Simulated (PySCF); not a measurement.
**BCl (SMILES [B]Cl): r2SCAN/STO-6G**

Aim: the vertical singlet–triplet gap of BCl at r2SCAN/STO-6G, from 2 runs. Input form: a Python script.

The results are computed with PySCF 2.14.0.

17 further runs of the same task are left out: 7 that didn't finish, 10 set aside as unsound or not needed.

## (1) The structure to begin with

BCl has 2 atoms, charge 0, and is taken as a singlet. SMILES: `[B]Cl`. Geometry: relaxed at PBE0-D4/def2-TZVP.

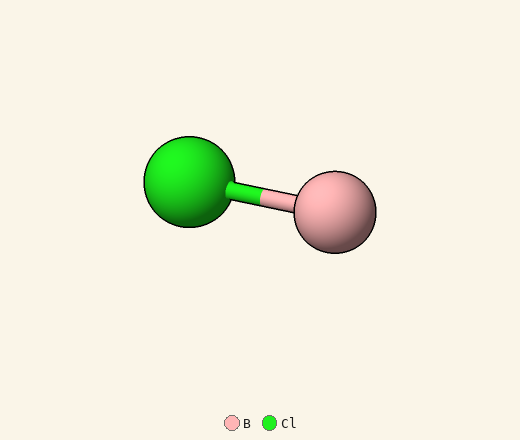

The structure, seen from a chosen angle (boron pink, chlorine green).

## (2) A single-point energy at r2SCAN/STO-6G

The input, input.py:

```python
from pyscf import gto, dft

mol = gto.Mole()
mol.atom = [
    ('B', (-0.000000, -0.000000, -0.069660)),
    ('Cl', (0.000000, 0.000000, 1.648190)),
]
mol.basis = 'sto-6g'
mol.max_memory = 1860
mol.verbose = 3
mol.build()

mf = dft.RKS(mol)
mf.xc = 'r2scan'
mf.grids.level = 5
mf.conv_tol = 1e-10
mf.kernel()
if not mf.converged:
    mf = mf.newton().run(mf.mo_coeff, mf.mo_occ)

energy = mf.e_tot
print('E = %.10f Eh' % energy)
```

On the command line:

```
$ OMP_NUM_THREADS=1 python input.py
```

What it wrote:

```text
converged SCF energy = -483.268453736717
E = -483.2684537367 Eh
```

It took 1.6 s on 1 thread of Arm Neoverse V2, shared host; peak memory 0.16 GiB.

## (3) The triplet at the same level

The input, calc.py:

```python
from pyscf import gto, dft

molecule = gto.M(
    atom=[
    ('B', (-0.000000, -0.000000, -0.069660)),
    ('Cl', (0.000000, 0.000000, 1.648190)),
],
    max_memory=1860,
    verbose=4,
    spin=2,
    charge=0,
    basis='sto-6g',
)

mf = dft.UKS(molecule)
mf.xc = 'r2scan'
mf.grids.level = 5
mf.conv_tol = 1e-10
mf.kernel()
if not mf.converged:
    mf = mf.newton().run(mf.mo_coeff, mf.mo_occ)

e_final = mf.e_tot
print(f'total energy: {e_final:.8f} hartree')
```

On the command line:

```
$ OMP_NUM_THREADS=1 python calc.py
```

What it wrote:

```text
PySCF version 2.14.0

[INPUT] num. atoms = 2
[INPUT] num. electrons = 22
[INPUT] charge = 0
[INPUT] spin (= nelec alpha-beta = 2S) = 2
[INPUT] symmetry False subgroup None
[INPUT] Mole.unit = angstrom
[INPUT] Symbol           X                Y                Z      unit          X                Y                Z       unit  Magmom
[INPUT]  1 B      0.000000000000   0.000000000000  -0.069660000000 AA    0.000000000000   0.000000000000  -0.131638321837 Bohr   0.0
[INPUT]  2 Cl     0.000000000000   0.000000000000   1.648190000000 AA    0.000000000000   0.000000000000   3.114627701247 Bohr   0.0

nuclear repulsion = 26.183929288471
number of shells = 8
number of NR pGTOs = 84
number of NR cGTOs = 14
basis = sto-6g
ecp = {}

******** <class 'pyscf.dft.uks.UKS'> ********
method = UKS
initial guess = minao
damping factor = 0
level_shift factor = 0
DIIS = <class 'pyscf.scf.diis.CDIIS'>
diis_start_cycle = 1
diis_space = 8
diis_damp = 0
SCF conv_tol = 1e-10
SCF conv_tol_grad = None
SCF max_cycles = 50
direct_scf = True
direct_scf_tol = 1e-13
number electrons alpha = 12  beta = 10
XC library pyscf.dft.libxc version 7.0.0
    S. Lehtola, C. Steigemann, M. J.T. Oliveira, and M. A.L. Marques.,  SoftwareX 7, 1–5 (2018)
XC functionals = r2scan
    J. W. Furness, A. D. Kaplan, J. Ning, J. P. Perdew, and J. Sun.,  J. Phys. Chem. Lett. 11, 8208-8215 (2020)
    J. W. Furness, A. D. Kaplan, J. Ning, J. P. Perdew, and J. Sun.,  J. Phys. Chem. Lett. 11, 9248-9248 (2020)
    J. W. Furness, A. D. Kaplan, J. Ning, J. P. Perdew, and J. Sun.,  J. Phys. Chem. Lett. 11, 8208-8215 (2020)
    J. W. Furness, A. D. Kaplan, J. Ning, J. P. Perdew, and J. Sun.,  J. Phys. Chem. Lett. 11, 9248-9248 (2020)
radial grids:
    Treutler-Ahlrichs [JCP 102, 346 (1995); DOI:10.1063/1.469408] (M4) radial grids

becke partition: Becke, JCP 88, 2547 (1988); DOI:10.1063/1.454033
pruning grids: <function nwchem_prune>
grids dens level: 5
symmetrized grids: False
atomic radii adjust function: <function treutler_atomic_radii_adjust>
small_rho_cutoff = 0
Set gradient conv threshold to 1e-05
tot grids = 86208
init E= -483.154293095196

[... the frontier-level lines of each cycle are left out ...]



cycle= 1 E= -483.192837730782  delta_E= -0.0385  |g|= 0.112  |ddm|= 1.69
cycle= 2 E= -483.188502094958  delta_E= 0.00434  |g|= 0.144  |ddm|= 0.55
cycle= 3 E= -483.208579229495  delta_E= -0.0201  |g|= 0.00676  |ddm|= 0.282
cycle= 4 E= -483.208654831523  delta_E= -7.56e-05  |g|= 0.000967  |ddm|= 0.0221
cycle= 5 E= -483.208657288806  delta_E= -2.46e-06  |g|= 0.000156  |ddm|= 0.00488
cycle= 6 E= -483.208657324913  delta_E= -3.61e-08  |g|= 4.79e-06  |ddm|= 0.000537
cycle= 7 E= -483.208657325281  delta_E= -3.67e-10  |g|= 3.05e-06  |ddm|= 0.000107
cycle= 8 E= -483.208657325631  delta_E= -3.51e-10  |g|= 3.03e-06  |ddm|= 0.000106
cycle= 9 E= -483.208657325806  delta_E= -1.75e-10  |g|= 3.03e-06  |ddm|= 5.26e-05
cycle= 10 E= -483.208657325924  delta_E= -1.18e-10  |g|= 3.04e-06  |ddm|= 3.55e-05
cycle= 11 E= -483.20865732601  delta_E= -8.58e-11  |g|= 3.04e-06  |ddm|= 2.6e-05
Extra cycle  E= -483.208657326378  delta_E= -3.68e-10  |g|= 3.04e-06  |ddm|= 0.000111
converged SCF energy = -483.208657326378  <S^2> = 2.0101056  2S+1 = 3.0067295
total energy: -483.20865733 hartree
```

Run time: 3.3 s. Hardware: 1 thread of Arm Neoverse V2, shared host; peak memory 0.17 GiB.

## (4) Results

At r2SCAN/STO-6G:

| quantity | value |
| --- | --- |
| singlet: total energy | -483.26845 Eh |
| singlet: dipole moment | 0.22 D |
| singlet: HOMO energy | -3.58 eV |
| singlet: LUMO energy | 0.51 eV |
| singlet: HOMO–LUMO gap | 4.09 eV |
| triplet: total energy | -483.20866 Eh |
| triplet: dipole moment | 1.40 D |
| triplet: HOMO energy (highest over α and β) | -1.45 eV |
| triplet: LUMO energy (lowest over α and β) | -0.38 eV |
| triplet: ⟨S²⟩ | 2.010 |
| vertical energy of the triplet above the singlet | 1.627 eV |

In words: At this shape the triplet lies 1.63 eV (38 kcal/mol) above the singlet. In a minimal basis such a difference can be off by several eV, whatever the method.
